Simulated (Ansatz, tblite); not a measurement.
Bond stretch in LiF, singlet.

- UCCSDT(Q) = CCSDT(Q) on UHF/def2-SVP, frozen core run with Ansatz (a first-principles code)
- RMP2 = MP2 on RHF/def2-SVP, frozen core run with Ansatz
- GFN2-xTB, 300 K electronic temperature (tblite)

Energies are in kJ/mol, each relative to the lowest point of its own curve near equilibrium.

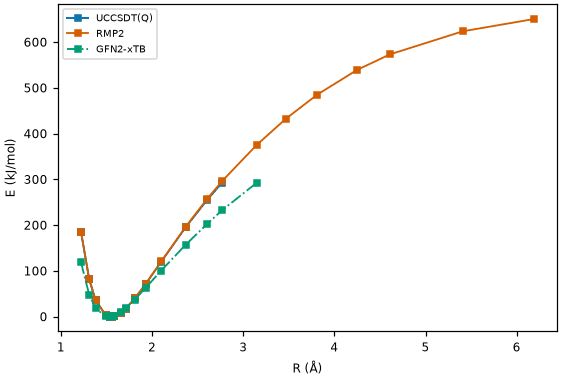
Fig. 1. Energy against bond length for each method.

| R / Å | UCCSDT(Q) | RMP2 | GFN2-xTB |
|---|---|---|---|
| 1.22 | 185.7 | 185.6 | 118.6 |
| 1.31 | 81.9 | 81.8 | 47.9 |
| 1.38 | 35.9 | 35.7 | 18.3 |
| 1.49 | 3.6 | 3.6 | 0.4 |
| 1.54 | 0.0 | 0.0 | 0.0 |
| 1.56 | 0.0 | 0.0 | 0.8 |
| 1.58 | 0.7 | 0.7 | 2.0 |
| 1.66 | 8.8 | 8.9 | 10.7 |
| 1.71 | 17.4 | 17.5 | 18.5 |
| 1.81 | 39.5 | 39.7 | 37.2 |
| 1.93 | 71.3 | 71.6 | 62.8 |
| 2.10 | 119.7 | 120.4 | 100.6 |
| 2.37 | 195.3 | 196.8 | 157.3 |
| 2.60 | 253.7 | 256.3 | 201.7 |
| 2.77 | 292.9 | 296.4 | 232.6 |
| 3.15 | — | 375.6 | 292.8 |
| 3.47 | — | 432.6 | — |
| 3.81 | — | 484.8 | — |
| 4.25 | — | 539.2 | — |
| 4.61 | — | 573.1 | — |
| 5.41 | — | 623.5 | — |
| 6.19 | — | 650.3 | — |

Dashes: no converged value, or the column stops at the first point that the program doubted or that broke a chosen test of continuity, which isn't proof of a fault.

The unrestricted determinant behind UCCSDT(Q) is spin-contaminated at 3.15 to 6.19 Å (<S²> up to 1.0, against 0.00 for a pure singlet). The restricted form behind RMP2 keeps the bonding electrons paired and can't separate into open-shell fragments. The T1 diagnostic of CCSD on the restricted reference of RMP2 exceeds 0.045 at 3.15 to 6.19 Å.
